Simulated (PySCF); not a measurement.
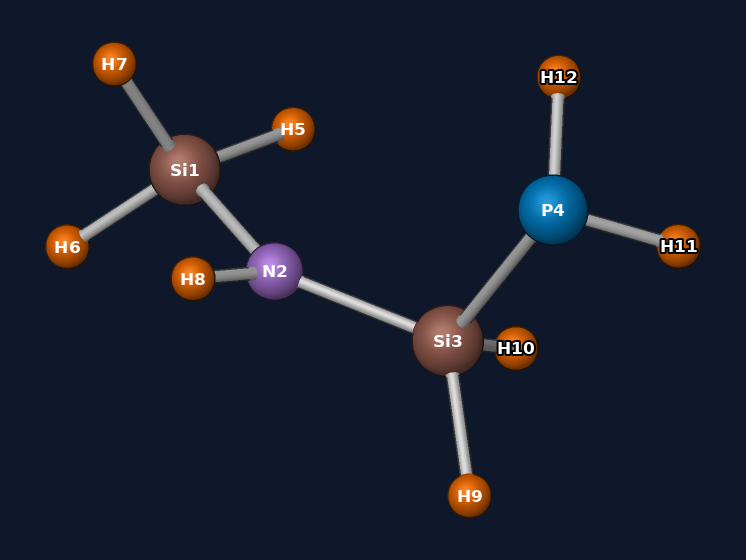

The questions are on isotropic NMR shieldings of the H atoms. Geometry: a frame of a GFN2-xTB molecular-dynamics simulation, not a minimum. Properties computed with GIAO PBE0/pcSseg-1 NMR shielding, non-relativistic, gas phase (PySCF 2.14.0).

Q: Which H atom is the most shielded (lowest chemical shift)?

A: H8 (32.57 ppm).

Q: Which H atom is the least shielded (highest chemical shift)?

A: H9 (25.65 ppm).

Q: How wide is the range of H shifts?

A: 6.92 ppm.

List the isotropic NMR shieldings of the H atoms.

```tsv
atom	σ (ppm)
H5	26.06
H6	27.09
H7	26.28
H8	32.57
H9	25.65
H10	26.27
H11	32.23
H12	30.87
```
